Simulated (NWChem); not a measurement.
# AlH (SMILES [AlH]) at SVWN5/def2-TZVPPD

Aim: the vertical ionisation energy of AlH at SVWN5/def2-TZVPPD, from 2 runs. 

The results are computed with NWChem 7.3.0.

20 further runs of the same task are left out: 20 set aside as unsound or not needed. Runs told in other sessions of the task aren't counted.

**1. The structure to begin with**

The species is AlH (2 atoms), meant as a singlet with charge 0. As SMILES, `[AlH]`. The shape is that of a PBE0-D4/def2-TZVP optimisation.

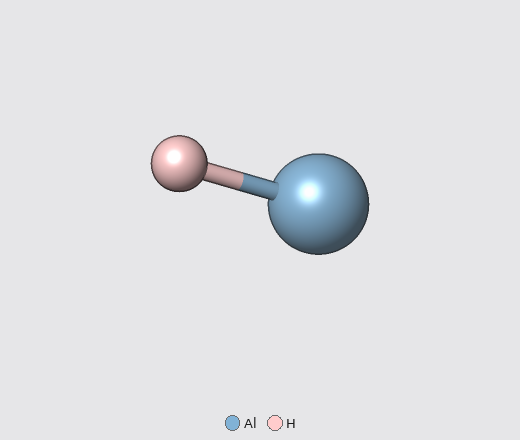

Viewed from a chosen angle; aluminium light blue, hydrogen pink.

**2. Energy and forces at SVWN5/def2-TZVPPD**

a.nw reads:

```
echo
start a
title "AlH SVWN5"
memory 2200 mb
charge 0
geometry noautosym nocenter noautoz
  Al    0.000000    0.000000   -0.025640
  H     0.000000    0.000000    1.639110
end
basis spherical bse
  * library def2-TZVPPD
end
dft
  xc slater vwn_5
  mult 1
  grid xfine
  convergence energy 1e-08
  iterations 100
  mulliken
  print low
end
task dft gradient
```

Command:

```
nwchem a.nw > a.out
```

What it wrote:

```text
[...]
 d= 0,ls=0.0,diis     1   -241.8915224661 -2.46D+02  7.11D-03  5.63D-01     0.9
[...]
 d= 0,ls=0.0,diis     7   -241.9135193201 -1.38D-09  5.73D-07  1.25D-09     3.2
         Total DFT energy =     -241.913519320095
      One electron energy =     -345.575221213396
           Coulomb energy =      117.377586068613
    Exchange-Corr. energy =      -17.848218902446
 Nuclear repulsion energy =        4.132334727134
[...]
      Total Density - Mulliken Population Analysis
     ---------------------------------------------
    Atom       Charge   Shell Charges
 -----------   ------   -------------------------------------------------------
    1 Al  13    12.86   2.00  0.63  1.33  1.25  0.66  0.01  2.93  2.16  0.91  0.53  0.36  0.00  0.03  0.03  0.01  0.00
    2 H    1     1.14   0.22  0.52  0.39  0.00  0.00  0.00  0.00
[...]
                         DFT ENERGY GRADIENTS
    atom               coordinates                        gradient
                 x          y          z           x          y          z
   1 Al      0.000000   0.000000  -0.048453    0.000000   0.000000   0.002479
   2 H       0.000000   0.000000   3.097469   -0.000000  -0.000000  -0.002479
 Task  times  cpu:        4.7s     wall:        4.7s
 Total times  cpu:        4.8s     wall:        4.8s
```

It took 5.4 s on 1 thread of Intel Xeon Platinum 8259CL at 2.50GHz (Skylake/Cascade Lake), shared host; peak memory 0.12 GiB.

**3. The doublet cation: the energy at USVWN5/def2-TZVPPD**

run.py reads:

```python
from ase import Atoms
from ase.calculators.nwchem import NWChem

system = Atoms(['Al', 'H'], positions=[
    [-0.000000, 0.000000, -0.025640],
    [0.000000, -0.000000, 1.639110],
])

calc = NWChem(
    label='a',
    theory='dft',
    memory='2200 mb',
    basis='def2-TZVPPD',
    basispar='spherical bse',
    charge=1,
    dft={'xc': 'slater vwn_5', 'mult': '2', 'grid': 'xfine', 'convergence': 'energy 1e-08', 'iterations': '100', 'mulliken': None},
    task='energy',
)
system.calc = calc

print("Total energy (eV):", round(system.get_potential_energy(), 6))
```

Command:

```
export ASE_NWCHEM_COMMAND="nwchem PREFIX.nwi > PREFIX.nwo"
python run.py
```

What it wrote:

```text
Total energy (eV): -6574.571711
```

The calculator wrote a.nwi:

```
title "a"

permanent_dir a

scratch_dir a

start a

geometry units angstrom nocenter noautosym noautoz
  Al -0.0000000000000000e+00 0.0000000000000000e+00 -2.5640000000000000e-02
  H  0.0000000000000000e+00 -0.0000000000000000e+00 1.6391100000000001e+00
end

charge 1

memory 2200 mb

basis spherical bse noprint
   * library def2-TZVPPD
end

dft
  xc slater vwn_5
  mult 2
  grid xfine
  convergence energy 1e-08
  iterations 100
  mulliken
end

task dft energy
```

a.nwo:

```text
Northwest Computational Chemistry Package (NWChem) 7.3.0
             --------------------------------------------------------

           Job information
           ---------------

    nwchem branch   = 7.3.0
    use scalapack   = T
    input           = a.nwi
    prefix          = a.
    data base       = a/a.db
    status          = startup
    nproc           =        1

           Memory information
           ------------------

    heap     =     72089600 doubles =      550.0 Mbytes
    stack    =     72089597 doubles =      550.0 Mbytes
    global   =    144179200 doubles =     1100.0 Mbytes (distinct from heap & stack)
    total    =    288358397 doubles =     2200.0 Mbytes
    verify   = yes
    hardfail = no

           Directory information
           ---------------------

  0 permanent = a
  0 scratch   = a

[... 66 lines left out ...]
  convergence criterion.
[... 17 lines left out ...]
          Convergence on gradient requested:  5.00D-04
[... 21 lines left out ...]
          Convergence aids based upon iterative change in
[... 30 lines left out ...]
 1-e energy   =    -320.641045
[... 58 lines left out ...]
         Total DFT energy =     -241.611055928947
[... 2 lines left out ...]
    Exchange-Corr. energy =      -17.612561999010
[... 472 lines left out ...]
                     DFT Final Beta Molecular Orbital Analysis
[... 526 lines left out ...]
   alpha     61     62     63     64     65
    beta     61     62     63     64     65
 overlap   1.000  1.000  1.000  1.000  1.000

     --------------------------
     Expectation value of S2:
     --------------------------
      <S2> =      0.7534 (Exact =     0.7500)

 center of mass
 --------------
 x =   0.00000000 y =   0.00000000 z =   0.06482396

 moments of inertia (a.u.)
 ------------------
           9.615116133192           0.000000000000           0.000000000000
           0.000000000000           9.615116133192           0.000000000000
           0.000000000000           0.000000000000           0.000000000000

     Multipole analysis of the density
     ---------------------------------

     L   x y z        total         alpha         beta         nuclear
     -   - - -        -----         -----         ----         -------
     0   0 0 0      1.000000     -7.000000     -6.000000     14.000000

     1   1 0 0     -0.000000     -0.000000     -0.000000      0.000000
[... 8 lines of this table left out ...]
     2   0 0 2     -6.761460    -11.186566     -5.199726      9.624832

 Task  times  cpu:        7.3s     wall:        7.3s
 Total times  cpu:        7.4s     wall:        7.4s
```

It took 9 s on 1 thread of Intel Xeon Platinum 8259CL at 2.50GHz (Skylake/Cascade Lake), shared host; peak memory 0.11 GiB.

**4. Outcome**

Level: SVWN5/def2-TZVPPD.

| quantity | value |
| --- | --- |
| singlet AlH: total energy | -241.91352 Eh |
| singlet AlH: largest force on an atom | 0.127 eV/Å |
| doublet cation: total energy | -241.61106 Eh |
| doublet cation: HOMO energy (highest over α and β) | -12.95 eV |
| doublet cation: LUMO energy (lowest over α and β) | -11.56 eV |
| doublet cation: ⟨S²⟩ | 0.753 |
| vertical ionisation energy (to the doublet cation) | 8.230 eV |

In words: The vertical ionisation energy comes to 8.23 eV (190 kcal/mol).
